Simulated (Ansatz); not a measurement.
FGeH$_{3}$O···NH$_{3}$

The calculation's input:

```
crystal:
  periodic: [false, false, false]
  atoms:
    - { symbol: Ge, position_ang: [-0.171915, 0.157586, 0.032944] }
    - { symbol: O, position_ang: [-0.315349, 0.291541, 1.797256] }
    - { symbol: H, position_ang: [-0.824127, -0.41704, 2.211899] }
    - { symbol: F, position_ang: [1.527681, 0.206616, -0.376181] }
    - { symbol: H, position_ang: [-0.718368, 1.459129, -0.571201] }
    - { symbol: H, position_ang: [-0.793229, -1.131361, -0.521691] }
    - { symbol: "N", position_ang: [1.46291, -2.182399, 1.302357] }
    - { symbol: H, position_ang: [0.687099, -2.682239, 0.872979] }
    - { symbol: H, position_ang: [1.996926, -1.732012, 0.561141] }
    - { symbol: H, position_ang: [1.083772, -1.419921, 1.891896] }
basis:
  gaussian: { orbitals: def2-SVP }
hamiltonian:
  xc: b3lyp
relax:
  f_tol: 0.03
  max_steps: 50
output:
  orbitals: {}
```

Run with:

```sh
ansatz run input.yaml --threads 2 --pin off --max-ram 3072MiB --backend cpu --events-out ev --progress --plain --runs-dir out
```

The fields are those of the relaxed geometry.

All numbers below come from RKS B3LYP/def2-SVP (Ansatz 0.2.0).

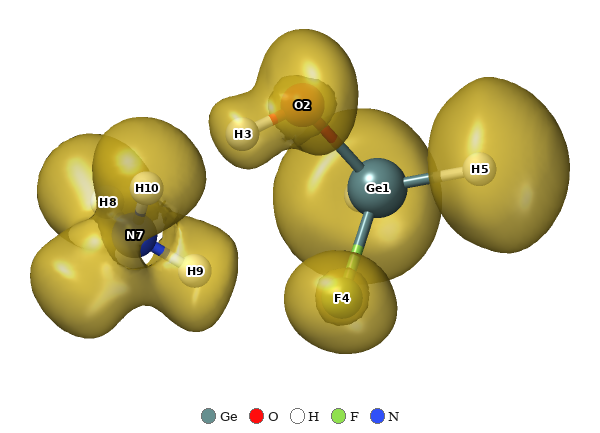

Figure 1. Isosurface of the electron localisation function at 0.75 (yellow), seen at a tilt. Only the valence region is drawn (cores and ρ < 0.01 e/Å³ removed).

What do the ELF domains correspond to?

The surface consists of two regions around hydrogen nuclei, one region wrapped around F (its valence shell), one joined region spread over several atoms (H, N), in which their bonds and any lone pairs are merged and one joined region spread over several atoms (H, O), in which their bonds and any lone pairs are merged. Profiles from the grid: N7···H3 (2.20 Å): the ELF dips to about 0.10 between them (by its geometry a hydrogen bond between the two molecules, with no shared pair). Ge–F (1.76 Å): the ELF peaks at about 0.85 in the valence shell of F, 0.5 Å from its nucleus, and is about 0.20 at the midpoint.

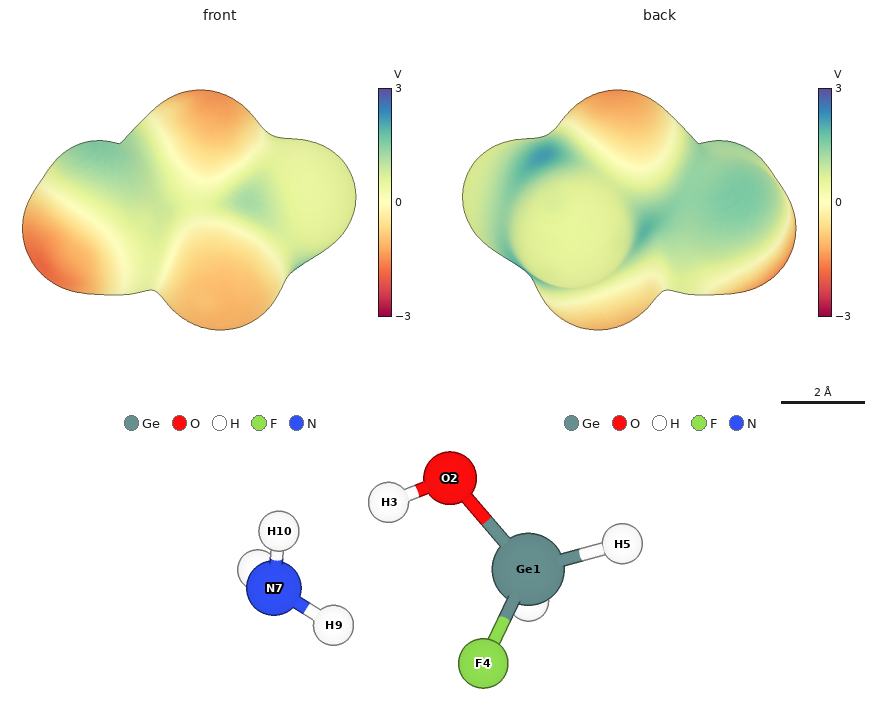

Figure 2. The molecular electrostatic potential painted on the density surface at 0.002 e/bohr³, seen from the front and from behind; the colour scale runs from red (negative) to blue (positive). The bare structure is drawn below in the same view.

Where is the surface potential most negative and most positive?

The most negative region (about −1.7 V, or −39 kcal/mol for a unit charge) lies over N7, the most positive (about +2.0 V, or +46 kcal/mol for a unit charge) over Ge1. N7 is the likeliest acceptor of a hydrogen bond.

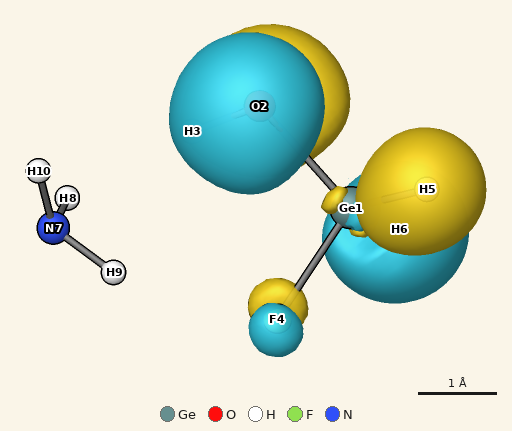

Figure 3. The HOMO−1 at ±0.1 Å⁻³ᐟ² (yellow and cyan are the two phases), seen across its widest extent.

What is the character of this orbital?

Its weight (Hirshfeld) is mainly on O2 (about 65 %), Ge1 (about 15 %), H6 (about 10 %) and H5 (about 5 %). Its energy is −8.47 eV.
